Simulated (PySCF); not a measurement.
# CH5AlOSi (SMILES [CH2]1O[SiH2][AlH]1) at 6 levels

Wanted: a comparison of 6 runs (HF/STO-3G, B2PLYP/def2-SVP, CAM-B3LYP/def2-SVP, SVWN5/def2-SVP, wB97M-V/def2-SVP, wB97X/def2-SVP) of CH5AlOSi. Input form: a Python script.

The calculation is run with PySCF 2.14.0.

3 further runs of the same task are left out: 3 set aside as unsound or not needed.

## Step 1: The system as given

The species is CH5AlOSi (9 atoms), meant as a singlet with charge 0. SMILES: `[CH2]1O[SiH2][AlH]1`. Geometry: relaxed at PBE0-D4/def2-TZVP.

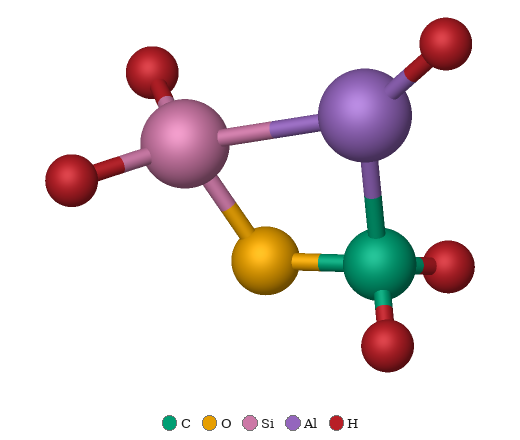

The structure, seen from a chosen angle (carbon teal, oxygen amber, silicon pink, aluminium purple, hydrogen red).

## Step 2: A single-point energy at HF/STO-3G (run 1)

The input, calc.py:

```python
from pyscf import gto

mol = gto.Mole()
mol.atom = '''
C     -0.585626     1.932245    -1.234936
O      1.173709    -0.040251    -1.933001
Si     1.450932    -2.312836     0.256625
Al    -1.622897     0.527801     2.118572
H     -2.060179     2.074163    -2.683600
H      0.403079     3.752996    -1.215094
H      4.115257    -2.529020     1.162182
H      0.798220    -4.838833    -0.818818
H     -3.505631     1.346241     4.315568
'''
mol.spin = 0
mol.max_memory = 1860
mol.verbose = 3
mol.unit = 'bohr'
mol.basis = 'sto-3g'
mol.build()

myscf = mol.RHF()
myscf.conv_tol = 1e-10
myscf.kernel()
if not myscf.converged:
    myscf = myscf.newton().run(myscf.mo_coeff, myscf.mo_occ)

energy = myscf.e_tot
print('E = %.10f Eh' % energy)
```

Run with:

```sh
$ OMP_NUM_THREADS=1 python calc.py
```

What it wrote:

```text
converged SCF energy = -638.742915462974
E = -638.7429154630 Eh
```

Run time: 1.1 s. Hardware: 1 thread of Intel Xeon at 2.70GHz, shared host; peak memory 0.12 GiB.

## Step 3: The energy at B2PLYP/def2-SVP (run 2)

The input, input.xyz:

```xyz
9
CH5AlOSi
C     -0.309900     1.022500    -0.653500
O      0.621100    -0.021300    -1.022900
Si     0.767800    -1.223900     0.135800
Al    -0.858800     0.279300     1.121100
H     -1.090200     1.097600    -1.420100
H      0.213300     1.986000    -0.643000
H      2.177700    -1.338300     0.615000
H      0.422400    -2.560600    -0.433300
H     -1.855100     0.712400     2.283700
```

The input, run.py:

```python
from pyscf import gto, dft, mp

system = gto.M(
    atom='input.xyz',
    max_memory=1860,
    verbose=3,
    basis='def2-svp',
    charge=0,
)

myscf = dft.RKS(system)
myscf.xc = '0.53*HF + 0.47*B88, 0.73*LYP'
myscf.grids.level = 5
myscf.conv_tol = 1e-10
myscf.kernel()
if not myscf.converged:
    myscf = myscf.newton().run(myscf.mo_coeff, myscf.mo_occ)

pt = mp.MP2(myscf, frozen=12).run()
e_final = myscf.e_tot + 0.27 * pt.e_corr
print('PT2 part  %.8f' % (0.27 * pt.e_corr))
print(f'total energy: {e_final:.8f} hartree')
```

Run with:

```sh
$ OMP_NUM_THREADS=1 python run.py
```

What it wrote:

```text
converged SCF energy = -647.448908376654
E(RMP2) = -648.037579893299  E_corr = -0.588671516644658
E(SCS-RMP2) = -648.039831826034  E_corr = -0.590923449379714
PT2 part  -0.15894131
total energy: -647.60784969 hartree
```

Wall time 19 s (1 thread of Intel Xeon at 2.70GHz, shared host); peak memory 0.45 GiB.

Runs 3 to 4 aren't shown in full; the table further down has their settings and results.

## Step 4: The energy at wB97M-V/def2-SVP (run 5)

The input, job.py:

```python
from pyscf import gto, dft

system = gto.M(
    atom='''
C       -0.309900       1.022500      -0.653500
O        0.621100      -0.021300      -1.022900
Si       0.767800      -1.223900       0.135800
Al      -0.858800       0.279300       1.121100
H       -1.090200       1.097600      -1.420100
H        0.213300       1.986000      -0.643000
H        2.177700      -1.338300       0.615000
H        0.422400      -2.560600      -0.433300
H       -1.855100       0.712400       2.283700
''',
    verbose=4,
    basis='def2-svp',
    max_memory=1860,
)

mf = dft.RKS(system)
mf.xc = 'wb97m-v'
mf.conv_tol = 1e-10
mf.nlcgrids.level = 1
mf.grids.level = 5
mf.kernel()
if not mf.converged:
    mf = mf.newton().run(mf.mo_coeff, mf.mo_occ)

etot = mf.e_tot
print('E = %.10f Eh' % etot)
```

Run with:

```sh
$ OMP_NUM_THREADS=1 python job.py
```

What it wrote:

```text
PySCF version 2.14.0

[... 89 lines left out ...]
converged SCF energy = -647.884936298959
E = -647.8849362990 Eh
```

Wall time 1.8 min (1 thread of Intel Xeon at 2.70GHz, shared host); peak memory 0.5 GiB.

## Step 5: A single-point energy at wB97X/def2-SVP (run 6)

The input, job.py:

```python
# [CH2]1O[SiH2][AlH]1
from pyscf import gto, dft

system = gto.Mole()
system.atom = '''
C       -0.309900       1.022500      -0.653500
O        0.621100      -0.021300      -1.022900
Si       0.767800      -1.223900       0.135800
Al      -0.858800       0.279300       1.121100
H       -1.090200       1.097600      -1.420100
H        0.213300       1.986000      -0.643000
H        2.177700      -1.338300       0.615000
H        0.422400      -2.560600      -0.433300
H       -1.855100       0.712400       2.283700
'''
system.verbose = 4
system.basis = 'def2-svp'
system.charge = 0
system.spin = 0
system.max_memory = 1860
system.build()

mf = dft.RKS(system, xc='wb97x')
mf.conv_tol = 1e-10
mf.grids.level = 5
mf.kernel()
if not mf.converged:
    mf = mf.newton().run(mf.mo_coeff, mf.mo_occ)

e_tot = mf.e_tot
print('E(%s) = %.9f' % ('WB97X', e_tot))
```

Run with:

```sh
$ OMP_NUM_THREADS=1 python job.py
```

What it wrote:

```text
PySCF version 2.14.0

[... 78 lines left out ...]
converged SCF energy = -647.931560600529
E(WB97X) = -647.931560601
```

Wall time 29 s (1 thread of Intel Xeon at 2.70GHz, shared host); peak memory 0.45 GiB.

## Step 6: Overview of the runs

```csv
run,level,frozen core orbitals,integration grid,energy (Eh),dipole moment (D),HOMO energy (eV),LUMO energy (eV),wall time
1,HF/STO-3G,–,–,-638.742915,3.74,-6.18,7.92,1.1 s
2,B2PLYP/def2-SVP,12,5,-647.607850,2.41,-7.88,-0.92,19 s
3,CAM-B3LYP/def2-SVP,–,5,-647.930352,2.26,-8.22,-0.98,32 s
4,SVWN5/def2-SVP,–,5,-644.843993,1.83,-5.99,-2.91,14 s
5,wB97M-V/def2-SVP,–,5,-647.884936,2.28,-8.95,-0.28,1.8 min
6,wB97X/def2-SVP,–,5,-647.931561,2.31,-9.21,-0.06,29 s
```

## Step 7: Outcome

| quantity | value |
| --- | --- |
| run 6: total energy | -647.93156 Eh |
| run 6: dipole moment | 2.31 D |
| run 6: HOMO energy | -9.21 eV |
| run 6: LUMO energy | -0.06 eV |
| run 6: HOMO–LUMO gap | 9.15 eV |

The dipole moment (its size) runs from 1.83 D (SVWN5/def2-SVP) to 3.74 D (HF/STO-3G). The two ends differ in method and basis. The HOMO–LUMO gap runs from 3.08 eV (SVWN5/def2-SVP) to 14.09 eV (HF/STO-3G). Totals of different functionals can't be ranked against each other. In run 1 the basis is minimal, so the values are rough. All runs together took 3.4 min, the longest 1.8 min.
